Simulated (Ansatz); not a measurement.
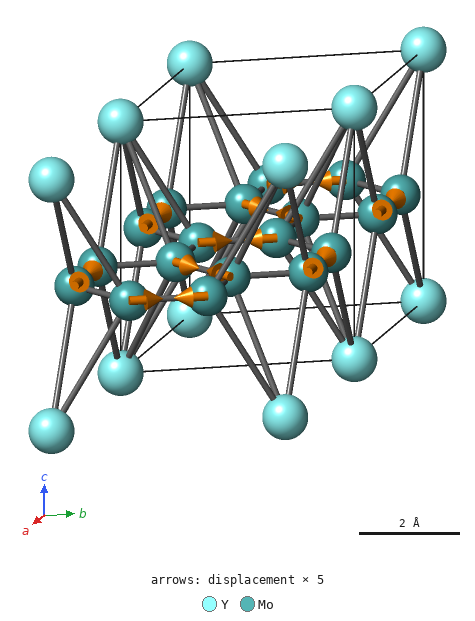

A relaxation of crystalline YMo₆ (a generated structure, set up in P6/mmm) (coarse preliminary run). The starting structure is drawn; orange arrows show the displacements (the part carried along by the change of the cell is left out), magnified 5 times.

A ball-and-stick model of the cell of the calculation, repeated 2 × 1 × 1 with one cell outlined, seen slightly off an axis.

These are results of Ansatz, DFT PBE, scalar-relativistic, plane waves, PAW, not measurements.

Input
```yaml
crystal:
  lattice:
    - [4.84648572, 0.0, 0.0]
    - [-2.42324286, 4.19717975, 0.0]
    - [0.0, 0.0, 5.24088115]
  atoms:
    - { symbol: "Y", position: [0.0, 0.0, 0.0] }
    - { symbol: Mo, position: [0.33289683, 0.0, 0.5] }
    - { symbol: Mo, position: [0.66710317, 0.0, 0.5] }
    - { symbol: Mo, position: [0.0, 0.33289683, 0.5] }
    - { symbol: Mo, position: [0.0, 0.66710317, 0.5] }
    - { symbol: Mo, position: [0.66710317, 0.66710317, 0.5] }
    - { symbol: Mo, position: [0.33289683, 0.33289683, 0.5] }
basis:
  ecutwfc: 420
kpoints:
  mp_grid: { grid: [6, 6, 4] }
hamiltonian:
  xc: pbe
scf:
  occupations: { method: gaussian, width: 0.1 }
  lower_state_search: "off"
output:
  forces: true
  stress: true
  eigenvalues: true
relax:
  adjacent_minimum: "off"
  f_tol: 0.04
  max_steps: 70
  cell: { stress_tol: 0.4 }
```

Launched with:
```bash
ansatz run input.yaml --threads 1 --pin off --max-ram 2560MiB --backend cpu --events-out ev --progress --plain --runs-dir out
```

**Which element moves most?**

Molybdenum: up to 0.14 Å, against 0.00 Å for yttrium.

**Describe the change and its energy.**

The largest moves relative to the cell, 0.14 Å, are those of Mo2, Mo3, Mo4, Mo5, Mo6 and Mo7. Mo5 goes along −b. Y stays in place. The volume changes by +37.0 %, with a = b 4.846 → 7.595 Å (+56.7 %), c 5.241 → 2.923 Å (−44.2 %). Among the contacts that change: Mo2–Mo2 5.241 → 2.923 Å, Y1–Y1 5.241 → 2.923 Å, Mo2–Mo4 2.794 → 4.625 Å, Mo2–Mo4 (another image) 2.800 → 4.270 Å. Bond angles that change, for instance: Y1–Mo4–Y1 116.8° → 57.4°, Y1–Mo4–Mo5 121.6° → 151.3°, Y1–Mo4–Mo3 74.8° → 64.0°. The space group stays P6/mmm (No. 191). The energy falls by 131.479 eV per cell of the calculation in 26 accepted moves (30 points after the start). The largest force component goes from 1.6 to 0.00032 eV/Å. The pressure goes from 526.32 to −0.04 GPa. The line search rejected the trial step at point 15 of the run. The SCF was repeated 3 times at an unchanged geometry on a basis and grid sized afresh for the cell, which shifted the energy by 4.170 eV per cell of the calculation at most. Cost: 4.2 min on 1 thread of Intel(R) Xeon(R) CPU @ 2.60GHz (Ice Lake) (shared host), peak memory 0.55 GiB.
